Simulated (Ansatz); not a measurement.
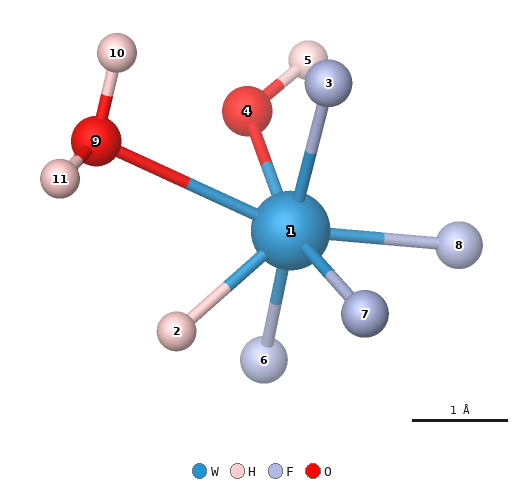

Figure 1. The input geometry (ball-and-stick view, seen at a tilt; atoms are numbered from 1 in the order of the input). Sticks mark near contacts. Bond lengths as drawn: F–W 1.89 to 1.93 Å, H–O 0.98 Å, H–W 1.71 Å and O–W 1.91 to 2.35 Å.

**WH4O2F4: frequency calculation**

The run: frequency calculation of WH4O2F4. Method and program: RKS revPBE/def2-SVP (Ansatz 0.2.0).

It belongs to a series of runs on one base structure; here: vibrations at the highest image of the band. Figures and captions count atoms from 1; the log counts them from 0 in places.

### Output
```
Engine: ansatz 0.2.0, x86_64-unknown-linux-gnu
Functional definition: revPBE
  parameter kappa = 1.245
  parameter beta = 0.06672455060314922
  exchange = pbe_x(kappa = kappa, mu = beta*pi^2/3)
  correlation = pbe_c(beta = beta)
1417 factors; their error is unknown
mean field evaluation 1: about -16825.9892 eV, gradient 9.9e1 eV
mean field evaluation 2: about -16581.3563 eV, gradient 3.2e2 eV
mean field evaluation 4: about -16841.6151 eV, gradient 3.1e1 eV
mean field evaluation 8: about -16843.3219 eV, gradient 1.3e0 eV
mean field evaluation 16: about -16843.2504 eV, gradient 3.0e-2 eV
mean field -16843.25044241 eV, -618.9780369933 hartree, gradient 1.6e-5 eV, S^2 0.000000; 0 other end points of the search recorded, 0 dependent functions left out
the calculation of the forces begins
reference -16843.25053368 eV, -618.9780403474 hartree; 35, 35 occupied and 101, 101 virtual orbitals, 1417 factors
these checks for a lower state are left out or cut short: stability, starts, cluster_reference, orbital_swaps, neighbouring_geometries, increment
1417 factors; their error is unknown
mean field -16843.25021677 eV, -618.9780287014 hartree, gradient 1.6e-6 eV, S^2 0.000000; 0 other end points of the search recorded, 0 dependent functions left out
[... from here on the field's lines of each further geometry are left out, up to the last ...]
the calculation of the forces begins
reference -16843.25048482 eV, -618.9780385518 hartree; 35, 35 occupied and 101, 101 virtual orbitals, 1417 factors
these checks for a lower state are left out or cut short: stability, starts, cluster_reference, orbital_swaps, neighbouring_geometries, increment
1417 factors; their error is unknown
mean field -16843.25033086 eV, -618.9780328941 hartree, gradient 2.2e-6 eV, S^2 0.000000; 0 other end points of the search recorded, 0 dependent functions left out
the calculation of the forces begins
reference -16843.25042215 eV, -618.9780362487 hartree; 35, 35 occupied and 101, 101 virtual orbitals, 1417 factors
WARN: phonons: modes at or below zero, which the zero-point energy, F, S and C_V leave out: 2, the lowest at -128.77 cm⁻¹. A minimum has none, and a first-order saddle one
Total energy: -16843.25053368 eV, -618.9780403474 hartree
Atom 0 at    -0.047078     0.121414     0.027036 Å, force    -0.021412    -0.025795    -0.009072 eV/Å
Atom 1 at    -0.236355    -0.386738     1.651241 Å, force     0.004505    -0.006253    -0.002535 eV/Å
Atom 2 at     1.761036     0.200881    -0.644363 Å, force     0.002841     0.006313    -0.004392 eV/Å
Atom 3 at    -0.121811     1.984190    -0.389588 Å, force    -0.028092     0.009950     0.011013 eV/Å
Atom 4 at    -0.171319     2.352120    -1.291467 Å, force     0.031038    -0.006371    -0.010102 eV/Å
Atom 5 at    -1.897877     0.252565     0.465287 Å, force     0.008662     0.019240     0.008777 eV/Å
Atom 6 at     0.358846    -1.741637     0.043803 Å, force     0.013131     0.009641    -0.006770 eV/Å
Atom 7 at    -0.779352    -0.347931    -1.654277 Å, force    -0.004718    -0.007738     0.009041 eV/Å
Atom 8 at     1.259086     1.192741     1.655825 Å, force     0.001559     0.009011    -0.014386 eV/Å
Atom 9 at     2.044593     1.520215     1.165572 Å, force    -0.007071     0.000240     0.005971 eV/Å
Atom 10 at     1.602429     0.595482     2.349330 Å, force    -0.000442    -0.008236     0.012455 eV/Å
Dipole moment:     0.723669     0.655448     0.502661 e Å
Vibrations: -128.77 -75.89 135.71 200.50 210.89 224.50 234.07 258.17 287.26 307.22 319.65 348.74 521.71 545.86 586.52 593.31 637.66 647.80 672.19 700.78 933.65 1101.02 1561.36 1937.08 3617.07 3740.25 3744.11 cm⁻¹, zero-point energy 1.491969 eV
```

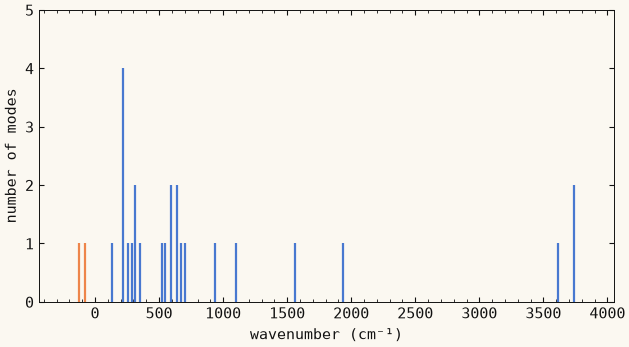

Figure 2. Harmonic vibrational wavenumbers from the force constants; neighbouring modes closer than 18 cm⁻¹ are counted in one stick, and imaginary ones are drawn at negative wavenumbers. 27 modes from 129i to 3744 cm⁻¹, 2 imaginary beyond 8i (129i, 76i cm⁻¹): not a minimum.

The run was set up as follows.

### Input
```yaml
crystal:
  periodic: [false, false, false]
  atoms:
    - { symbol: W, position_ang: [-0.047078, 0.121414, 0.027036] }
    - { symbol: H, position_ang: [-0.236355, -0.386738, 1.651241] }
    - { symbol: F, position_ang: [1.761036, 0.200881, -0.644363] }
    - { symbol: O, position_ang: [-0.121811, 1.98419, -0.389588] }
    - { symbol: H, position_ang: [-0.171319, 2.35212, -1.291467] }
    - { symbol: F, position_ang: [-1.897877, 0.252565, 0.465287] }
    - { symbol: F, position_ang: [0.358846, -1.741637, 0.043803] }
    - { symbol: F, position_ang: [-0.779352, -0.347931, -1.654277] }
    - { symbol: O, position_ang: [1.259086, 1.192741, 1.655825] }
    - { symbol: H, position_ang: [2.044593, 1.520215, 1.165572] }
    - { symbol: H, position_ang: [1.602429, 0.595482, 2.34933] }
basis:
  gaussian: { orbitals: def2-SVP }
hamiltonian:
  xc: revpbe
phonons: {}
```

Launch command:
```bash
ansatz run input.yaml --threads 4 --pin off --max-ram 5120MiB --backend cpu --events-out ev --progress --plain --runs-dir out
```

### Key numbers

```json
{"quantity": "outcome", "value": "converged"}
{"quantity": "total energy", "value": "−16843.2505 eV"}
{"quantity": "mean-field energy", "value": "−16843.2505 eV"}
{"quantity": "largest force (length of the vector)", "value": "0.035 eV/Å"}
{"quantity": "hardware", "value": "4 threads of AMD EPYC (Zen 5), 32 GiB of memory available, shared host"}
{"quantity": "wall time", "value": "31 s (CPU time 1.9 min)"}
{"quantity": "peak memory", "value": "0.22 GiB"}
```
